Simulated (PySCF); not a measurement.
**Ga₃O⁺: relaxation and vibrations of the singlet**

Aim: relax Ga₃O⁺ as a singlet from a hand-made trigonal planar geometry, check by its vibrations whether the end is a minimum, and collect its spectrum and constants.

The runs use PySCF 2.14.0; PBE0, basis O def2-SVP, Ga def2-SVP, no relativity, density fitting.

## (1) Where the work starts

4 atoms, charge 1, spin multiplicity 1.

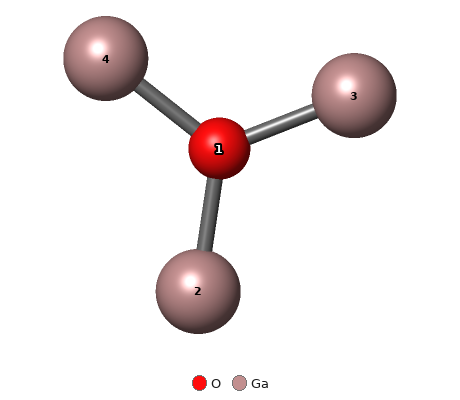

The starting geometry (oxygen red, gallium pink); atoms are numbered from 1 in the order of the file.

```xyz
4
charge 1 multiplicity 1
O     0.0000    0.0000    0.0000
Ga    1.8326    0.0000    0.0000
Ga   -0.9163    1.5871    0.0000
Ga   -0.9163   -1.5871    0.0000
```

## (2) Relaxation: trigonal planar start, singlet

The steps below are one call of a driver around PySCF. For each, scf.py gives the equivalent set-up of the SCF; relaxations use the driver's own optimiser. Before each start the driver seeks the lowest SCF state from one or more starting densities and follows internal instabilities, so scf.py alone need not reach the same state.

The program finds D3h symmetry in the start, which this walk keeps. Threshold on the gradient: 0.0003 Eh/bohr, with a further test on the energy change.

The input, scf.py:

```python
from pyscf import gto, scf, dft
mol = gto.M(atom='''
O      0.000000    -0.000000     0.000000
Ga     1.832613    -0.000011    -0.000000
Ga    -0.916297     1.587095    -0.000000
Ga    -0.916316    -1.587084     0.000000''',
    basis={'O': 'def2-SVP', 'Ga': 'def2-SVP'},
    charge=1, spin=0)
mf = dft.RKS(mol, xc='PBE0')
mf.grids.atom_grid = (50, 194)
aux = {'O': 'def2-universal-JKFIT', 'Ga': 'def2-universal-JKFIT'}
mf = mf.density_fit(auxbasis=aux)
mf.kernel()
```

After this run come: Vibrations and properties at this point.

What does the calculation give? Wanted: minimum; geometry; wavenumbers; dipole moment; highest occupied, lowest empty level; polar-tensor charge of O1; zero-point energy.

**Answer**, as computed:

| quantity | value |
| --- | --- |
| minimum | singlet, D3h |
| geometry | O–Ga 1.981 Å (×3); Ga–O–Ga 120.0° (×3) |
| wavenumbers (cm⁻¹) | 83 (e'), 178 (a2''), 229 (a1'), 455 (e') |
| dipole moment (centre of mass) | 0.00 D |
| highest occupied, lowest empty level | -11.65, -6.32 eV |
| polar-tensor charge of O1 | -1.39 e |
| zero-point energy | 8.9 kJ/mol |
| entropy at 298.15 K | 343.8 J/(mol K) |

In words: The trigonal planar start keeps its D3h symmetry and ends in a minimum. The strongest infrared band lies at 455 cm⁻¹ (e'). Only this shape and spin were tried, so other structures or states may lie lower. Take wavenumbers under 90 cm⁻¹ as rough.
